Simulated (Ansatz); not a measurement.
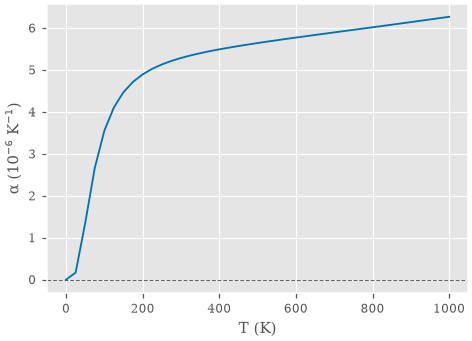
Linear thermal expansion of fcc (Cu type) Ir from quasi-harmonic lattice dynamics, Ansatz (an electronic-structure program), PBEsol functional, plane-wave PAW

Spin-orbit coupling is not included. The pressure is 15 GPa. The structure is held there; whether it is the stable one at that pressure was not tested.

### Question
Read off α at 700 K, and say whether it is negative anywhere.

### Answer
About 5.9 × 10⁻⁶ K⁻¹. It is not negative in the range shown.

The PAW data sets were generated under PBE and serve the other functionals too.
